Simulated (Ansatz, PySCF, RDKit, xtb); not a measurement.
**Isomers of Si3NH8F, a sample narrowed down**

A sample of isomers of Si3NH8F is drawn. Aim: find which of them has the lowest free energy at 298.15 K, then its properties. The sample is small against all isomers, and the most stable one of this formula need not be in it.

The funnel: GFN2-xTB relaxations, single points with a density functional, relaxations at PBE-D3(BJ)/def2-SVP, harmonic vibrations (at GFN2-xTB), and a last energy at a higher level. All values are calculated.

**1. Drawing up candidates**

Isomers were taken from a list of plausible structures; this is a sample, not all of them. That gives 4 candidates.

| label | SMILES | spin |
| --- | --- | --- |
| c074 | N[Si](F)([SiH3])[SiH3] | singlet |
| c749 | N[SiH2][SiH2][SiH2]F | singlet |
| c889 | F[SiH2]N([SiH3])[SiH3] | singlet |
| c941 | F[Si@@H]([SiH3])N[SiH3] | singlet |

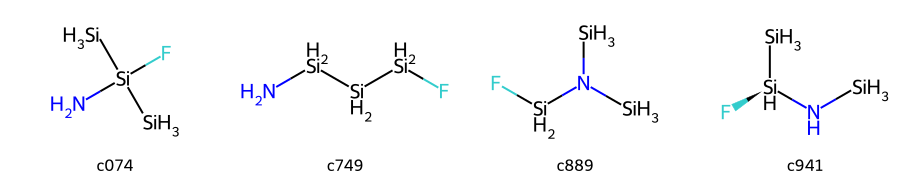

Structural formulas of the candidates.

Candidates are built by distance geometry, with a force field where one applies, in up to four conformers (letters a to d).

**Question.** With final energies at CCSD(T)/def2-SVP + MP2/def2-TZVPP - MP2/def2-SVP, which structure will this search put lowest in free energy, and by what margin?

| quantity | value |
| --- | --- |
| lowest structure found | F[SiH2]N([SiH3])[SiH3], singlet |
| next finalist | F[Si@@H]([SiH3])N[SiH3], singlet, 15.5 kcal/mol higher in G |
| share at equilibrium, among the finalists | 100.0 % |
| dipole moment (PBE0/def2-SVPD) | 1.62 D |
| HOMO energy (PBE0/def2-SVPD) | -8.11 eV |
| LUMO energy (PBE0/def2-SVPD) | -0.43 eV |
| HOMO–LUMO gap (PBE0/def2-SVPD) | 7.67 eV |
| lowest excitation (TD-PBE0/def2-SVPD) | 6.31 eV (f = 0.004) |
| strongest of the states computed, same level | 7.50 eV (f = 0.046) |
| lowest triplet excitation, same level, Tamm-Dancoff | 5.95 eV |
| vertical ionisation energy | 9.87 eV |
| vertical electron affinity | -0.96 eV (unbound: the value depends on the basis) |
| vertical triplet less singlet | +5.91 eV |

The lowest structure found is `F[SiH2]N([SiH3])[SiH3]`. The margin of 15.5 kcal/mol over the next finalist is beyond the usual error of the last level; it says nothing of structures that weren't ranked. GFN2-xTB, HF/STO-3G, r2SCAN-D4/def2-SVP, PBE-D3(BJ)/def2-SVP, HF/def2-SVP and MP2/def2-SVP already put its bonding pattern lowest among the structures in one piece. One minimum inside the window was never screened. The search is not exhaustive (a finite list of starts, one conformer a finalist), so a lower isomer can't be ruled out. Only 4 drawn patterns were tried, so whole families of isomers are missing, and the result ranks this sample alone. The lowest isomer need not be the one that is made and kept in a bottle, which depends on barriers.
